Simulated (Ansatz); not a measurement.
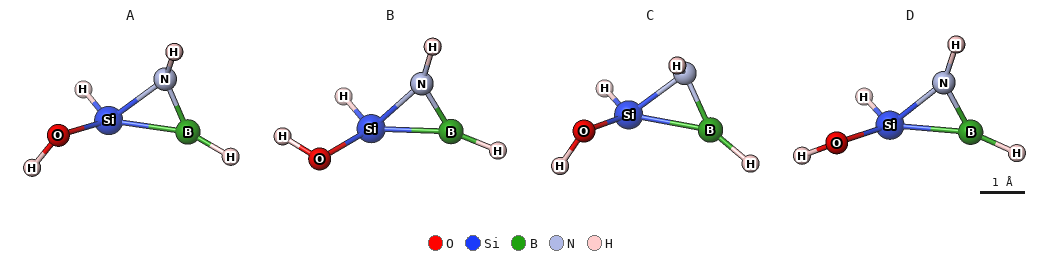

4 geometries from one relaxation of BSiNH$_{4}$O, in shuffled order. The picture is a ball-and-stick view, seen from a free direction.

The run prepares an end point of a later path (torsion) calculation, from a guessed geometry.

These are results of RKS PBE-D4/STO-3G (Ansatz 0.2.0), not measurements. (no spin polarisation; force threshold 0.015 eV/Å; at most 40 steps)

Order the frames from highest to lowest energy.

Answer. C, A, D, B. They are steps 0, 3, 7, 16, at +1.913 eV, +0.315 eV, +0.117 eV relative to the last. Over 14 accepted moves (16 points after the start) the energy falls by 1.913 eV. The largest force component goes from 4.1 to 0.0078 eV/Å. The line search rejected the trial steps at points 12, 14 of the run. An H atom moves most after the best rigid fit: 0.81 Å. Largest moves by element: H 0.81 Å, O 0.68 Å, N 0.45 Å, Si 0.33 Å, B 0.04 Å. Some distances before and after: N–Si 1.705 → 1.799 Å, B–Si 1.982 → 1.895 Å, B–N 1.439 → 1.380 Å, B–H 1.223 → 1.172 Å. Among the angles between lasting bonds that change: Si–N–H 106.3° → 152.4°, B–N–H 105.9° → 135.8°, N–B–H 152.3° → 138.6°. Groups turn about O–Si by about 90°. The run took 31 s on 1 thread of Arm Neoverse V1, with other jobs on the host, peak memory 0.14 GiB.

Limits of the set-up: STO-3G is a minimal basis, so the numbers are rough.
